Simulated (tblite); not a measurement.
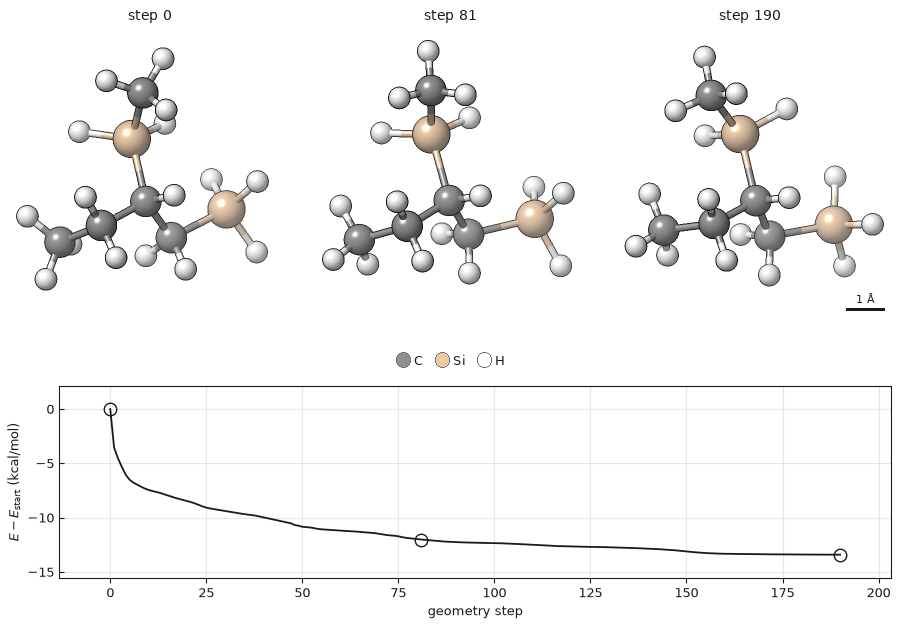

Frames of a relaxation of C₅H₁₆Si₂, marked on the history of the run. Style: ball-and-stick. Shown at a tilt.

All numbers below come from GFN2-xTB geometry optimisation, gas phase (tblite 0.8.0). 

Q: Describe the path.

A: The largest move after the best rigid fit is that of an H atom, 1.55 Å. Largest moves by element: H 1.55 Å, C 0.84 Å, Si 0.48 Å. Near-neighbour distances that change, for instance: Si–Si 3.330 → 3.705 Å, C–Si 1.833 → 1.913 Å, C–Si 1.862 → 1.898 Å, C–C 1.506 → 1.536 Å. Among the angles between lasting bonds that change: C–Si–H 114.5° → 109.2°, C–C–H 115.0° → 109.7°, C–Si–C 105.7° → 110.5°. Groups turn about C–Si by about 45°, C–C by about 45°, C–Si by about 40°. After 190 geometry steps the energy has fallen by 13.4 kcal/mol. From step 0 to 81: an H atom moves most (0.95 Å), energy −12.0 kcal/mol. From step 81 to 190: H atoms move most (0.88 Å), energy −1.39 kcal/mol.

| step | E − E(0), kcal/mol |
| --- | --- |
| 0 | 0.00 |
| 1 | -3.54 |
| 2 | -4.53 |
| 3 | -5.31 |
| 4 | -6.04 |
| 5 | -6.49 |
| 6 | -6.77 |
| 7 | -6.96 |
| 8 | -7.14 |
| 9 | -7.32 |
| 10 | -7.45 |
| 19 | -8.37 |
| 29 | -9.33 |
| 38 | -9.82 |
| 48 | -10.67 |
| 57 | -11.12 |
| 67 | -11.36 |
| 76 | -11.80 |
| 86 | -12.17 |
| 95 | -12.30 |
| 105 | -12.41 |
| 114 | -12.56 |
| 124 | -12.68 |
| 133 | -12.76 |
| 143 | -12.90 |
| 152 | -13.17 |
| 162 | -13.33 |
| 171 | -13.37 |
| 181 | -13.39 |
| 190 | -13.40 |
